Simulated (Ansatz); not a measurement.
# BH4N: interaction energy of a dimer with the counterpoise correction from a Python script

How strongly do two molecules of BH4N bind, and how much of that is basis error? Aim: the interaction energy of a dimer with the counterpoise correction, for BH4N, run from a script. SMILES: BN.

All numbers are computed with Ansatz 0.2.0, driven from Python. Level of theory: MP2/def2-SVP.

### 1 Starting point

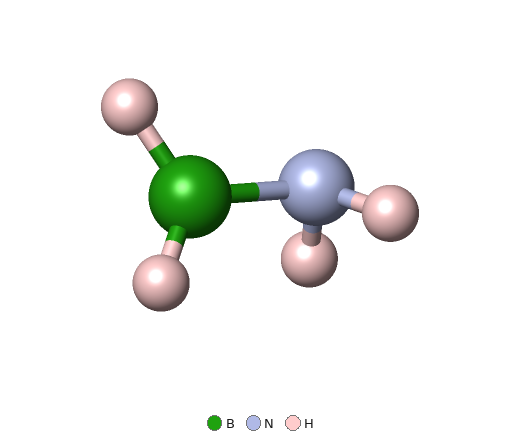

The structure that the script starts from, seen from a chosen angle (boron green, nitrogen light blue, hydrogen pink).

The script holds or builds the structure itself.

### 2 Script

dimer_bh4n.py reads:

```python
# -*- coding: utf-8 -*-
"""Binding of a BH4N dimer at a trial geometry."""

import ansatz as az

FIRST = [
    ("B", (-0.1615, -0.6962, -0.0569)),
    ("N", (-0.139, 0.864, -0.0779)),
    ("H", (0.6513, -1.2867, 0.3555)),
    ("H", (-1.09, -1.186, -0.5047)),
    ("H", (0.7277, 1.1193, -0.6262)),
    ("H", (0.0116, 1.1858, 0.9103)),
]
SECOND = [
    ("B", (3.2181, -0.1123, -0.2376)),
    ("N", (3.9401, -0.5082, -1.5632)),
    ("H", (3.1554, -0.7811, 0.6158)),
    ("H", (2.7547, 0.9305, -0.2162)),
    ("H", (3.4427, -1.3785, -1.898)),
    ("H", (4.9207, -0.7872, -1.3114)),
]

def energy(atoms, ghosts=()):
    molecule = az.Crystal.molecule()
    for symbol, xyz in atoms:
        molecule = molecule.atom(symbol, xyz)
    calc = (
        molecule.calculation()
        .basis(gaussian="def2-SVP")
        .correlation("mp2")  # correlation on top of the mean field
    )
    deck = calc.input()
    if ghosts:
        deck = deck.set(az.key.basis.gaussian.ghost_atoms, [{"symbol": s, "position_ang": list(xyz)} for s, xyz in ghosts])
    return az.Session.from_dict(deck).plan().execute().report["free_energy_ev"]

# monomers in their own basis and in the basis of the dimer
both = energy(FIRST + SECOND)
alone = energy(FIRST) + energy(SECOND)
ghosted = energy(FIRST, SECOND) + energy(SECOND, FIRST)
print(f"dimer {both:.6f} eV")
print(f"interaction, uncorrected   {23.060548 * (both - alone):8.3f} kcal/mol")
print(f"interaction, counterpoise  {23.060548 * (both - ghosted):8.3f} kcal/mol")
print(f"basis-set superposition    {23.060548 * (alone - ghosted):8.3f} kcal/mol")
```

### 3 Running it

Run with:

```console
$ python dimer_bh4n.py
```

Standard output:

```text
dimer -4442.589188 eV
interaction, uncorrected      0.204 kcal/mol
interaction, counterpoise     1.504 kcal/mol
basis-set superposition       1.300 kcal/mol
```

Run time: 3.8 s. Hardware: 1 thread of Arm Neoverse V1, shared host; peak memory 0.2 GiB.

### 4 The runs side by side

From the records of these 5 runs:

```csv
run,system,ghost atoms,energy (eV),iterations in all,CPU time (s)
1,B2H8N2,not set,-4442.5892,11,1.1
2,BH4N,not set,-2221.2989,11,0.18
3,BH4N,not set,-2221.2991,12,0.18
4,BH4N,a list of 6,-2221.3353,11,1
5,BH4N,a list of 6,-2221.3191,11,0.78
```

Totals carry meaning only in balanced differences at one level of theory.

### 5 What came out

```
                        quantity           value
 interaction energy, uncorrected  0.204 kcal/mol
interaction energy, counterpoise  1.504 kcal/mol
                   runs compared               5
```

What this shows: The pair is unbound at this geometry and level. Uncorrected it is 0.204 kcal/mol, with the counterpoise correction 1.504 kcal/mol; the difference, 1.30 kcal/mol, is the superposition error. The pose is repulsive. The dimer is a generated trial pose of unrelaxed monomers, not a minimum, so the figure is no binding energy, and the basis set is small.
